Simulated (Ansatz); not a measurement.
The starting structures come from a database of crystals and need not be the phases stable at ambient conditions.

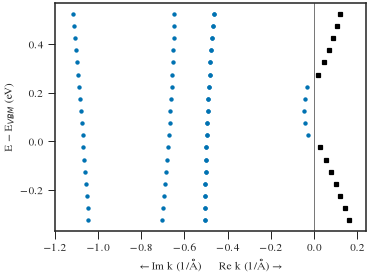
Figure. Complex bands at the centre of the two-dimensional zone; PBEsol (Ansatz, an electronic-structure program)

No gap correction and no spin-orbit coupling; mid-gap values are interpolated between computed energies.

Problem. This is TlBiS2 (R-3m, not sure to be the ambient phase, 4 atoms a cell, 26.6 Å³ an atom) along the normal of (001). Read off the slowest decay at the centre of the two-dimensional zone at 0.12 eV, the computed energy nearest the middle of the gap.

Solution. κ ≈ 0.04 1/Å, a decay length 1/(2κ) of the density of 11 Å.
